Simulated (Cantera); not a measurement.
Input: 1 mol MgCO3, 8.5 mol CO2, held at 4.20 mbar.

Cantera equilibrium calculation (NASA polynomials, part measured and part estimated; ideal gas, pure solids and liquids). Candidate condensed phases: C, Mg, MgCO3, MgO; 15 gas species. Equilibrium is a limit: real reactors are often held back by kinetics, nucleation or transport.

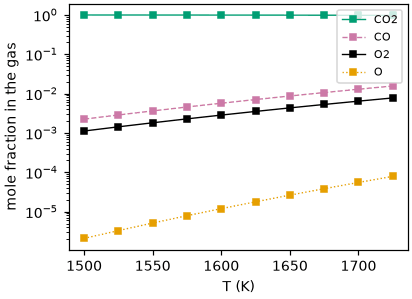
Fig. 1. Equilibrium gas composition (values under 1e-9 drawn at 1e-9)

From 1500 K to 1725 K the condensed part is MgO(s).
